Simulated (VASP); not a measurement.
Given:

```yaml
crystal:
  lattice:
    - [0.00000, 1.81585, 1.81585]
    - [1.81585, 0.00000, 1.81585]
    - [1.81585, 1.81585, 0.00000]
  atoms:
    - { symbol: Cu, position: [0.00000, 0.00000, 0.00000] }
```

Level of theory: PBE GGA, VASP's PBE PAW potentials (set 64) (plane waves; VASP 6.6.1). Numerical set-up: 520 eV cut-off, 19×19×19 Γ-centred mesh, tetrahedra with Blöchl corrections, potentials Cu.

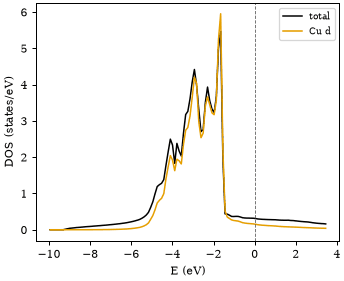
Figure: Total and projected density of states, zero at the Fermi level

Within 2 eV below the Fermi level the largest weight inside VASP's projection spheres is Cu d.

It has no gap at this level: it comes out as a metal or semimetal.

The compound is Cu in the fcc structure. It was relaxed first.
